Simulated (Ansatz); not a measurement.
# PBE0/6-31G(d) (spherical functions) run of [PH2]− (phosphanide)

Aim: the vertical singlet–triplet gap of [PH2]− (phosphanide) at PBE0/6-31G* (spherical functions), from 2 runs. 

Program for the calculation: Ansatz 0.2.0.

2 further runs of the same task are left out: 2 that didn't finish.

## (1) The molecule

The species is [PH2]− (3 atoms), meant as a singlet with charge -1. As SMILES, `[PH2-]`. The coordinates come from a GFN2-xTB relaxation.

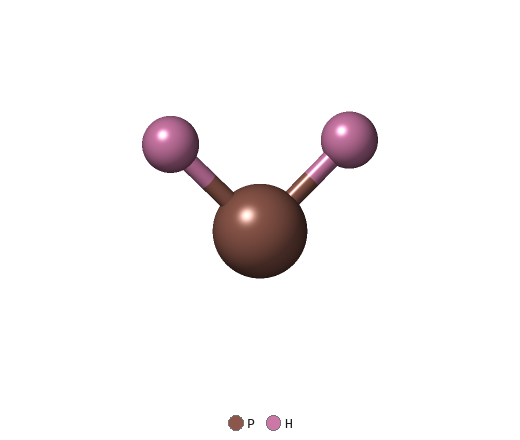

The structure, seen from a chosen angle (phosphorus brown, hydrogen pink).

## (2) The energy at PBE0/6-31G(d) (spherical functions)

The input, molecule.yaml:

```yaml
crystal:
  periodic: [false, false, false]
  atoms:
    - {symbol: P, position_ang: [0.498920, -0.293580, 0.245050]}
    - {symbol: H, position_ang: [0.105590, 0.990220, 0.165130]}
    - {symbol: H, position_ang: [-0.604500, -0.696650, -0.410180]}
basis:
  gaussian:
    orbitals: 6-31G_st_-spherical.json
accuracy: high
hamiltonian:
  xc: pbe0
total_charge: -1
```

The basis set 6-31G* is read from a file made from the Basis Set Exchange's data (not shown).

Launch:

```bash
$ ansatz run molecule.yaml --threads 1 --pin off --max-ram 2610MiB --events-out events.jsonl --progress --plain --runs-dir runs
```

Log:

```text
Warning: RAYON_NUM_THREADS=1 ignored (pool sized by the plan → 1); use --threads N
Functional definition: PBE0
  name "PBE0"
  parameter a = 0.25
  parameter kappa = 0.804
  parameter beta = 0.06672455060314922
  exchange = (1 - a)*pbe_x(kappa = kappa, mu = beta*pi^2/3) + a*exact_x
  correlation = pbe_c(beta = beta)
381 factors; integrals over basis functions are off by at most 3.4e-9 eV
mean field evaluation 1: about -9316.1219 eV, gradient 4.2e0 eV
mean field evaluation 2: about -9316.1735 eV, gradient 2.1e0 eV
mean field evaluation 4: about -9316.1884 eV, gradient 2.3e-1 eV
mean field evaluation 8: about -9316.1827 eV, gradient 3.1e-4 eV
mean field evaluation 16: about -9316.1827 eV, gradient 6.5e-8 eV
mean field -9316.18273462 eV, -342.3634007619 hartree, gradient 6.5e-8 eV, S^2 0.000000; 0 other end points of the search recorded, 0 dependent functions left out
reference -9316.18273604 eV, -342.3634008140 hartree; 9, 9 occupied and 13, 13 virtual orbitals, 381 factors
Total energy: -9316.18273604 eV, -342.3634008140 hartree
```

Run time: 0.64 s. Hardware: 1 thread of Arm Neoverse V1, shared host.

## (3) The triplet

The input, job.yaml:

```yaml
crystal:
  periodic: [false, false, false]
  atoms:
    - {symbol: P, position_ang: [0.498920, -0.293580, 0.245050]}
    - {symbol: H, position_ang: [0.105590, 0.990220, 0.165130]}
    - {symbol: H, position_ang: [-0.604500, -0.696650, -0.410180]}
basis:
  gaussian:
    orbitals: 6-31G_st_-spherical.json
hamiltonian:
  xc: pbe0
total_charge: -1
magnetization:
  spin_polarized: true
  initial_magnetization: 2
accuracy: high
```

The basis set 6-31G* is read from a file made from the Basis Set Exchange's data (not shown).

Launch:

```bash
$ ansatz run job.yaml --threads 1 --pin off --max-ram 2610MiB --events-out events.jsonl --progress --plain --runs-dir runs
```

Log, cut to the lines that bear on the results:

```text
Warning: RAYON_NUM_THREADS=1 ignored (pool sized by the plan → 1); use --threads N
[... 7 set-up lines as earlier in the session ...]
381 factors; integrals over basis functions are off by at most 3.4e-9 eV
mean field evaluation 1: about -9311.5928 eV, gradient 6.1e0 eV
mean field evaluation 2: about -9311.7974 eV, gradient 3.3e0 eV
mean field evaluation 4: about -9311.8736 eV, gradient 4.6e-1 eV
mean field evaluation 8: about -9312.0002 eV, gradient 2.1e-2 eV
mean field evaluation 16: about -9312.0002 eV, gradient 1.6e-6 eV
mean field -9312.00018368 eV, -342.2096948498 hartree, gradient 9.7e-8 eV, S^2 2.003659; 0 other end points of the search recorded, 0 dependent functions left out
reference -9312.00018536 eV, -342.2096949116 hartree; 10, 8 occupied and 12, 14 virtual orbitals, 381 factors
Total energy: -9312.00018536 eV, -342.2096949116 hartree
```

Wall time 1.6 s (1 thread of Arm Neoverse V1, shared host); peak memory 0.098 GiB.

## (4) Outcome

Level: PBE0/6-31G* (spherical functions).

| quantity | value |
| --- | --- |
| singlet: total energy | -342.36340 Eh |
| triplet: total energy | -342.20969 Eh |
| triplet: ⟨S²⟩ | 2.004 |
| vertical energy of the triplet above the singlet | 4.183 eV |

At this shape the triplet lies 4.18 eV (404 kJ/mol) above the singlet. For an anion a state so high probably lies above electron detachment.
